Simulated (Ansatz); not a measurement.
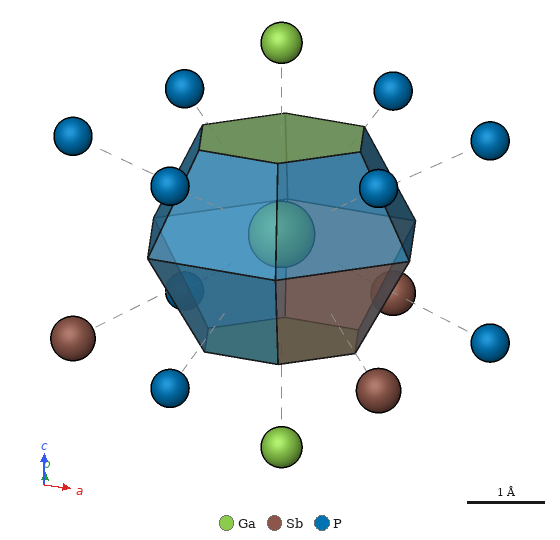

Voronoi cell (the region closer to this atom than to any other), computed from the atomic positions without radii. Central atom: Ga (2i) in Ga2SbP3; faces take the colour of the neighbour behind them. Source: coordinates from a relaxation with DFT, PBEsol, plane waves, PAW (Ansatz).

Ga2SbP3, space group P-6m2 (No. 187), a = 4.745 Å, b = 4.745 Å, c = 5.511 Å, α = 90.00°, β = 90.00°, γ = 120.00°

```tsv
site	Wyckoff	x	y	z
Ga	2i	0.6667	0.3333	0.2631
Sb	1a	0.0000	0.0000	0.0000
P1	1b	0.0000	0.0000	0.5000
P2	1c	0.3333	0.6667	0.0000
P3	1d	0.3333	0.6667	0.5000
```

> What is the volume of this Voronoi cell?

18.3 Å³, against a mean of 17.9 Å³ per atom in this structure.

> Give the Voronoi index ⟨n3,n4,n5,n6,…⟩ (numbers of faces with 3, 4, 5, 6 … edges).

14 faces, index ⟨0,12,0,2⟩.

> Tabulate the neighbours by distance and solid angle.

```csv
neighbour,faces,distance (Å),solid angle (% of sphere)
Ga,1,2.61,11.9
Ga,1,2.90,9.3
P,6,3.03,40.1
P,3,3.10,19.3
Sb,3,3.10,19.3
```
